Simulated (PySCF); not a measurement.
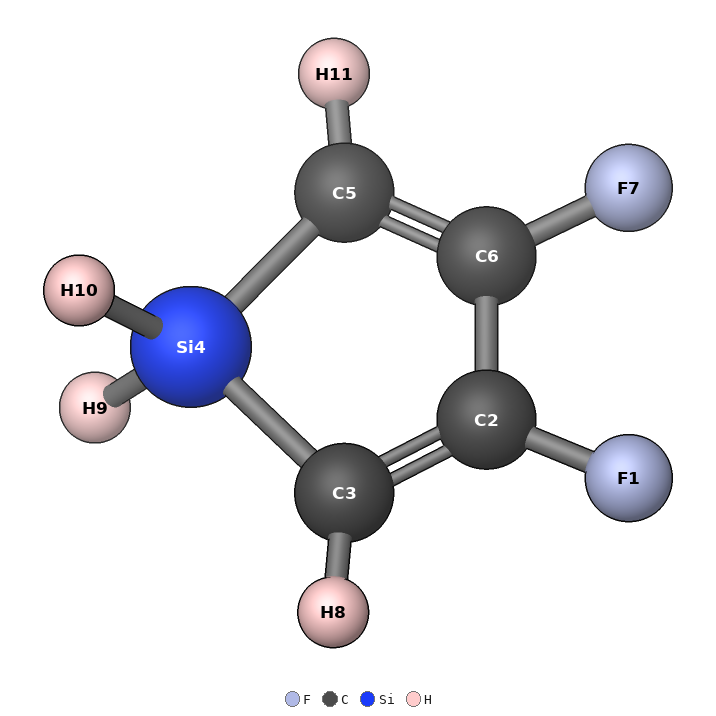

The geometry was computed by an optimisation with PBE0-D3(BJ)/def2-SVP. No frequency run is at hand to confirm it as a minimum. Properties computed with delta-SCF UKS HF, pcX-2 on the ionised atom, pcseg-1 elsewhere, spin-free X2C (PySCF 2.14.0).

Give the core-electron binding energies (to vacuum; p and d levels without spin–orbit splitting) of F1 1s, C2 1s, C3 1s, Si4 1s, Si4 2p.

```json
{"atom": "F1", "level": "1s", "binding energy (eV)": "692.6"}
{"atom": "C2", "level": "1s", "binding energy (eV)": "293.2"}
{"atom": "C3", "level": "1s", "binding energy (eV)": "289.9"}
{"atom": "Si4", "level": "1s", "binding energy (eV)": "1848.0"}
{"atom": "Si4", "level": "2p", "binding energy (eV)": "106.9"}
```
